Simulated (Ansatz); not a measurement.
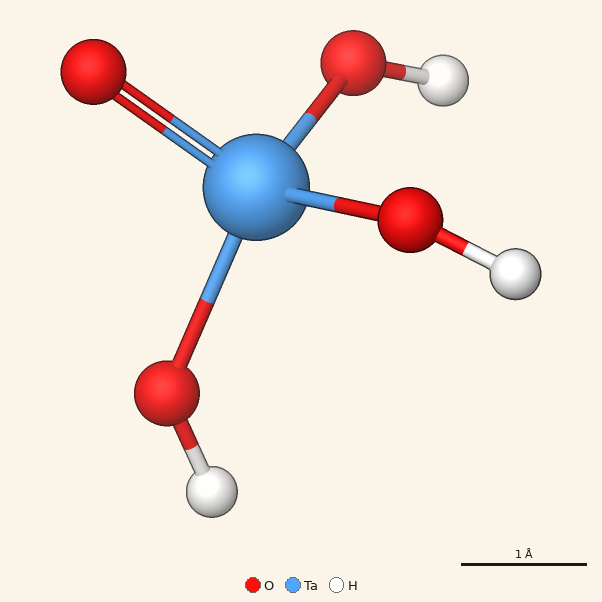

The picture shows a molecular structure as a ball-and-stick model. Double and triple bonds are drawn as two and three sticks.

Charge 0, singlet. The computed structure is the end point of a PBE0-D4/def2-TZVP optimisation.

Identify the structure.

Formula H₃O₄Ta. SMILES: `[O]=[Ta]([OH])([OH])[OH]`. This geometry has C3v symmetry. Coordination: 1 Ta tetrahedral; 3 O bent.

The parts below concern this one geometry. Atoms keep their numbers from picture to picture.

Thermal motion

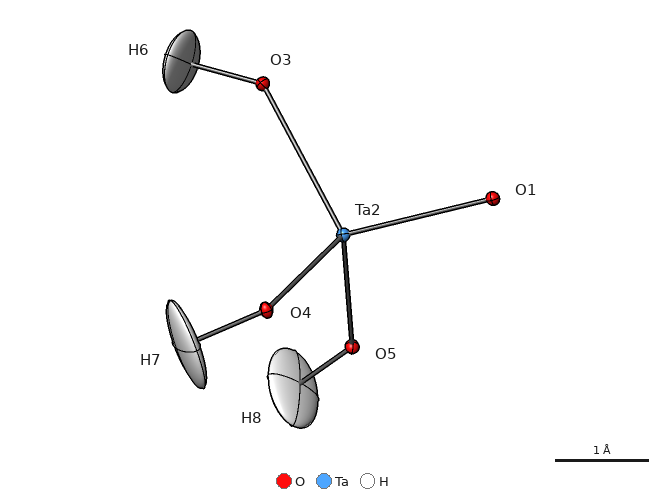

Displacement ellipsoids at the 50 % level, from the internal vibrations of the free molecule (harmonic, no overall translation or rotation; no half-axis is drawn under 0.075 Å). Vibrations computed with RKS PBE0-D4/def2-TZVP, core potentials on Ta (Ansatz 0.2.0). Temperature: 0 K (zero-point motion alone).

Which atom has the largest mean-square displacement?

H6, H7, H8, with U_eq = 0.0571 Å².

Does H7 move more along its bond or across it?

Across it: the root-mean-square amplitude is 0.076 Å along the bond and up to 0.339 Å across, since bending and torsion are softer than stretching.

List U_eq and the three principal root-mean-square amplitudes for each kind of atom.

| atom | U_eq (Å²) | rms amplitudes (Å) |
| --- | --- | --- |
| O1 | 0.0021 | 0.033, 0.050, 0.050 |
| Ta2 | 0.00008 | 0.009, 0.009, 0.009 |
| O3, O4, O5 | 0.0025 | 0.039, 0.050, 0.059 |
| H6, H7, H8 | 0.0571 | 0.076, 0.225, 0.339 |

Vibrations

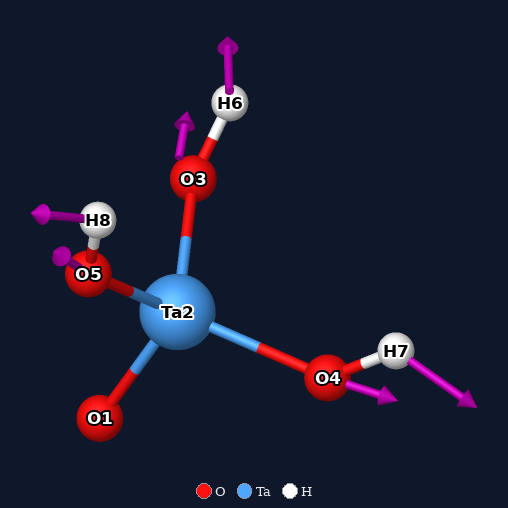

The arrows show one normal mode. Harmonic vibrations computed with RKS PBE0-D4/def2-TZVP, core potentials on Ta (Ansatz 0.2.0) at a stationary point of the same level.

Estimate its harmonic wavenumber.

728 cm⁻¹; it is mode 14 of 18 counted from the lowest.

Charges

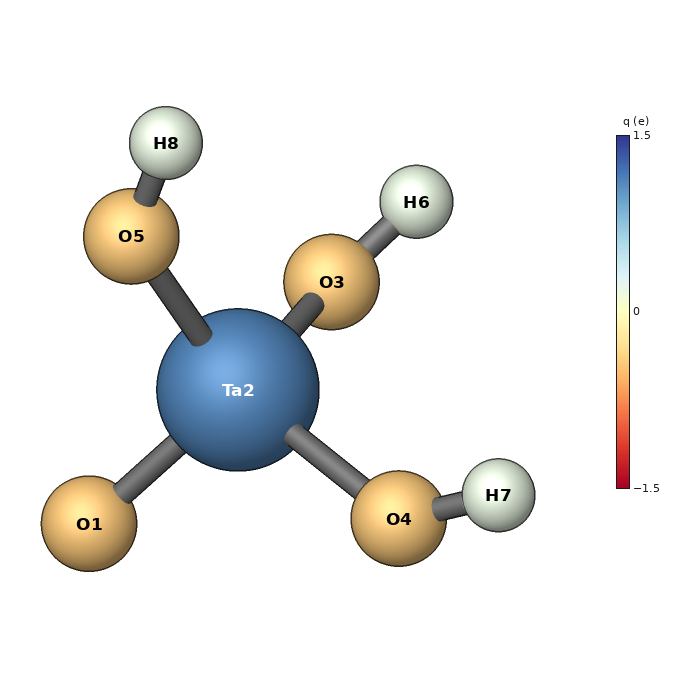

Atoms are coloured by their Mulliken charges. Method: RKS B3LYP-D4/def2-TZVPP, core potentials on Ta (Ansatz 0.2.0).

List the Mulliken charges.

```
atom  value (e)
  O1      −0.43
 Ta2       1.10
  O3      −0.41
  O4      −0.41
  O5      −0.41
  H6       0.19
  H7       0.19
  H8       0.19
```

Dipole moment

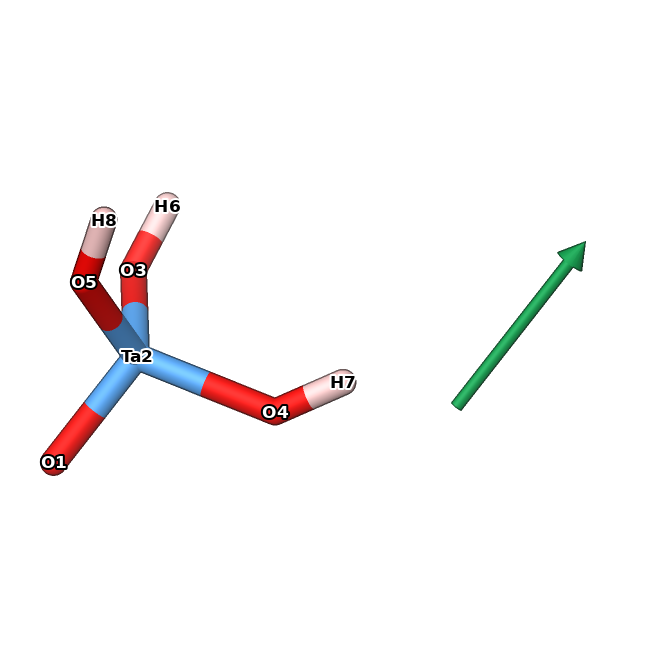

The arrow beside the molecule shows the direction of the dipole moment, from the negative to the positive end (its length means nothing). Method: RKS r2SCAN-D4/def2-TZVPP, core potentials on Ta (Ansatz 0.2.0).

Estimate the dipole moment.

6.60 D; it points from the side of O1 to the side of H6, H7, H8 (the outermost atoms at the two ends).

Mulliken values depend strongly on the basis set and can even reverse the polarity of a bond.
